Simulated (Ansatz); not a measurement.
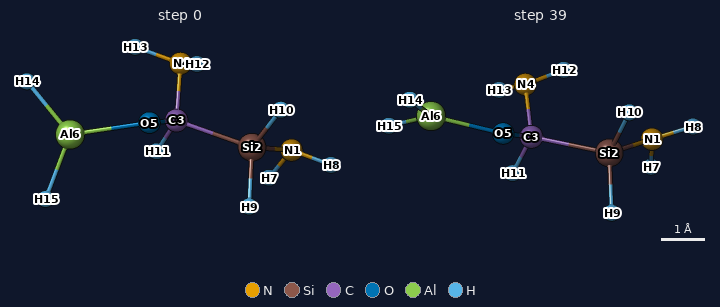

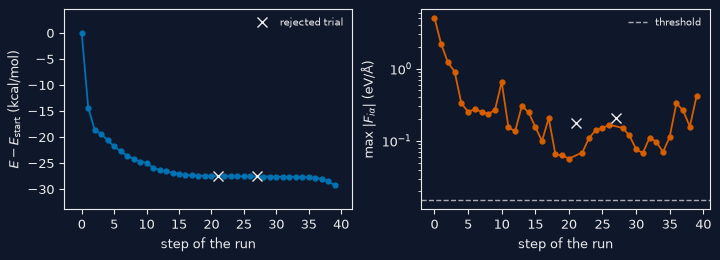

First and last geometry of a relaxation of CH9AlN2OSi, with the history of the run. A ball-and-stick model, seen at a tilt.

The run prepares an end point of a later path (inversion) calculation, from a guessed geometry.

The calculation used Ansatz 0.2.0, RKS PBE0/6-31G*. Set-up: no spin polarisation; force threshold 0.015 eV/Å; at most 40 steps.

Q: Did the run converge, and what did it change?

A: The relaxation stopped without meeting its thresholds, so the last structure isn't shown to be converged. It used up its limit of 40 steps. Over 37 accepted moves (39 points after the start) the energy falls by 29.2 kcal/mol. The largest force component goes from 5.1 to 0.42 eV/Å. The line search rejected the trial steps at points 21, 27 of the run. The largest move after the best rigid fit is that of H15, 2.02 Å. Largest moves by element: H 2.02 Å, N 0.76 Å, Al 0.48 Å, C 0.42 Å, O 0.32 Å, Si 0.15 Å. Some distances before and after: O5–Al6 1.882 → 1.740 Å, N4–H13 1.149 → 1.017 Å, N1–Si2 1.804 → 1.753 Å, C3–N4 1.402 → 1.450 Å. Bond angles that change, for instance: Si2–N1–H7 105.3° → 119.2°, Si2–N1–H8 106.8° → 117.9°, C3–O5–Al6 111.6° → 122.7°. Groups turn about O5–Al6 by about 70°, C3–N4 by about 55°, C3–O5 by about 35°. Cost: 3.5 min on 2 threads of Intel(R) Xeon(R) Platinum 8259CL CPU @ 2.50GHz (Skylake/Cascade Lake), with other jobs on the host, peak memory 0.32 GiB.

```tsv
step	E − E(0), kcal/mol	largest force component, eV/Å	note
0	0.00	5.0659	
1	-14.33	2.1940	
2	-18.59	1.2246	
3	-19.36	0.9125	
4	-20.59	0.3318	
5	-21.77	0.2535	
6	-22.69	0.2740	
7	-23.52	0.2543	
8	-24.16	0.2374	
9	-24.67	0.2663	
10	-24.92	0.6570	
12	-26.32	0.1356	
13	-26.57	0.3048	
15	-27.00	0.1566	
16	-27.27	0.0994	
18	-27.40	0.0649	
19	-27.41	0.0631	
21	-27.41	0.1784	rejected
22	-27.47	0.0690	
24	-27.51	0.1407	
25	-27.52	0.1500	
27	-27.53	0.2052	rejected
28	-27.55	0.1514	
30	-27.58	0.0771	
31	-27.59	0.0676	
33	-27.62	0.0978	
34	-27.64	0.0699	
36	-27.81	0.3328	
37	-27.97	0.2638	
39	-29.20	0.4179
```
